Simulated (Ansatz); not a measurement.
One crystal and one scan (generalised stacking-fault energy along a line) at two levels, PBE (plane waves to 420 eV, PAW, scalar-relativistic; Ansatz, an electronic-structure program) and r2SCAN (plane waves to 500 eV, PAW, scalar-relativistic; Ansatz), each from its own relaxed cell and on its own mesh. The cell shown is that of PBE.

Nb (bcc, W type) is sheared across one {211} plane: the third cell vector gains the shift, so faults repeat every 8.1 Å. The cut lies between planes 1.35 Å apart; the cell height is held.

```
CELL_PARAMETERS angstrom
      2.86622     0.00000     0.00000
      0.00000     4.68051     0.00000
      0.00000     0.00000     8.10688
ATOMIC_POSITIONS crystal
  Nb 0.00000 0.00000 0.91667
  Nb 0.66667 0.50000 0.08333
  Nb 0.33333 0.00000 0.25000
  Nb 0.00000 0.50000 0.41667
  Nb 0.66667 0.00000 0.58333
  Nb 0.33333 0.50000 0.75000
```

In-plane vectors a = (2.866, 0.000) Å, b = (0.000, 4.681) Å, area 13.42 Å². The shift is s times the vector a (length 2.866 Å), so s = 1 restores the start. Atoms relax along the normal only. γ = [E(shift) − E(0)] / area.

Energies are extrapolated to zero smearing. Nb is run without spin polarisation. Nb was relaxed with its symmetry unable to fall. (PBE) On this mesh the relaxed cell isn't quite at rest: it carries a pressure of 0.1 GPa (compression positive) at the zero of the scan. (r2SCAN) On this mesh the relaxed cell isn't quite at rest: it carries a pressure of 0.2 GPa (compression positive) at the zero of the scan. Faults lie only 8.1 Å apart, and holding the cell height raises γ above its relaxed value. With partly filled bands, the k mesh leaves noise in γ, roughly 0.02 J/m² as judged from a few cases. Percentages come from the unrounded values. Both scans cover s from 0.000 to 0.917.

```tsv
quantity	PBE	r2SCAN	PBE − r2SCAN
Lattice constant a (Å)	3.310	3.303	+0.007 (+0.2 %)
Highest computed γ on the line (J/m²)	0.78	0.81	-0.03 (-3 %)
Steepest slope dγ/d(shift) before the first maximum (spline) (GPa)	10	10	0
```

PBE gives the higher value for: lattice constant a. PBE gives the lower value for: highest computed γ on the line. Both give the same position of the highest point: s = 0.500. Neither level is exact: the differences show how much the result hangs on the functional.

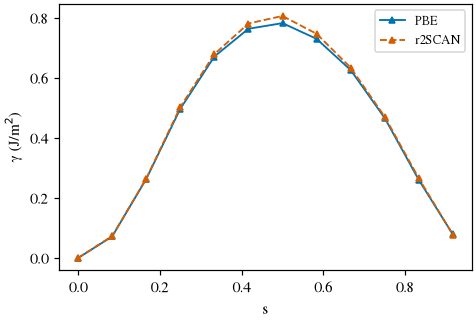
*γ, each from zero shift of its own level.*

(The slope of γ gives the shear force per area between the displaced halves; near zero shift its curvature is an elastic stiffness.)
